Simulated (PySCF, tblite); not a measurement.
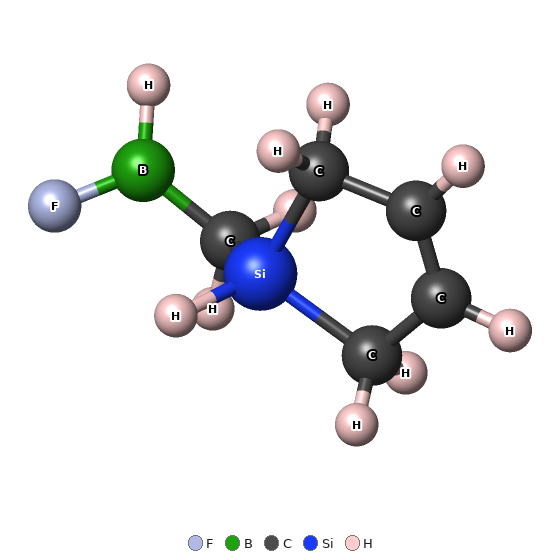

Geometry used (C₅H₁₀BFSi, SMILES FBC[SiH]1CC=CC1).

Vertical TDDFT excitations, CAM-B3LYP/def2-SVPD, PySCF, at a GFN2-xTB geometry (a minimum by its frequencies), gas phase.

**Where does it absorb, and how strongly?**

The lowest singlet lies at 6.30 eV (197 nm, f = 0.029); the brightest of the first 8 is S4 at 7.20 eV (172 nm), f = 0.153, mainly HOMO → LUMO+3 (71 %). No singlet lies below 3.1 eV (beyond 400 nm), so at this level no vertical transition falls in the visible.


```
state  E (eV)  λ (nm)      f          main character
   S1    6.30     197  0.029    HOMO−1 → LUMO (31 %)
   S2    6.62     187  0.003      HOMO → LUMO (69 %)
   S3    6.75     184  0.007    HOMO → LUMO+2 (55 %)
   S4    7.20     172  0.153    HOMO → LUMO+3 (71 %)
   S5    7.30     170  0.010    HOMO−2 → LUMO (57 %)
   S6    7.61     163  0.004  HOMO−1 → LUMO+3 (62 %)
   S7    7.64     162  0.004    HOMO → LUMO+1 (42 %)
   S8    7.70     161  0.007    HOMO → LUMO+4 (67 %)
```

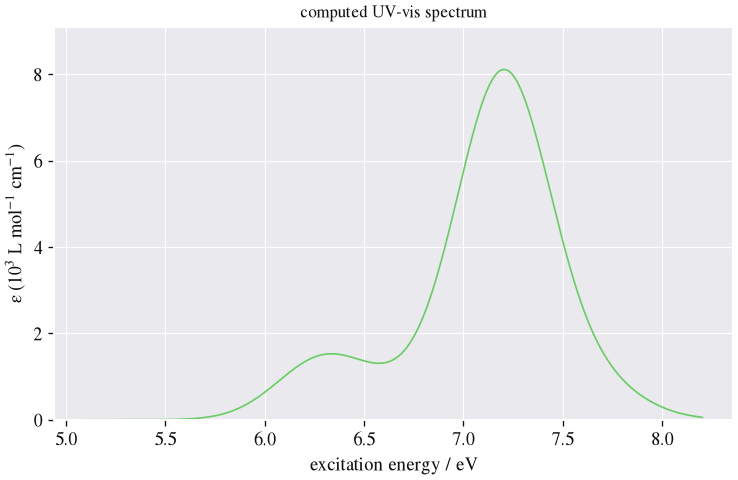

Only the first 8 singlet excitations are included; each is broadened by a Gaussian of 1/e half-width 0.33 eV.

Note: the tight-binding geometry is rougher than a DFT one and adds to the error; one conformer of a flexible molecule; core orbitals are frozen in the response.
